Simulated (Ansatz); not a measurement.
## Pressure series in hypothetical cubic perovskite SrSnSe3

Start from SrSnSe3 in the cubic perovskite structure (space group Pm-3m, No. 221; a = 5.323 Å; a hypothetical phase, not in the database extracts checked).

Cell and atoms are relaxed at each pressure.

Levels (all Ansatz, a program for electronic structure, PAW): PBE (420 eV, no spin-orbit coupling); PBEsol (420 eV, spin-orbit coupling left out).

The base cell above is that of PBE; each level relaxes its own structures.

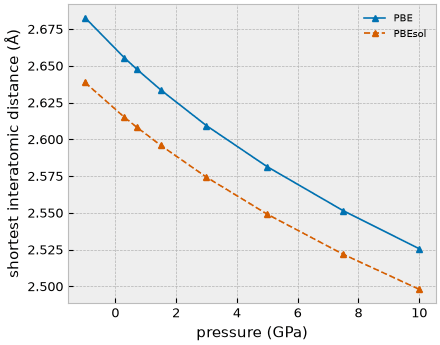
Figure: Shortest interatomic distance under two levels

How do the two levels compare along the series?

PBE lies above PBEsol in every row, by 0.028 Å to 0.044 Å. They put the cases in the same order.

Load acts through the strain it causes; cell and atoms are relaxed under it. No phonon test of stability was made. Competing high-pressure phases were not computed. All final runs are without spin polarisation. Many cubic perovskites are stable only at high temperature; tilts and polar distortions were not tested.
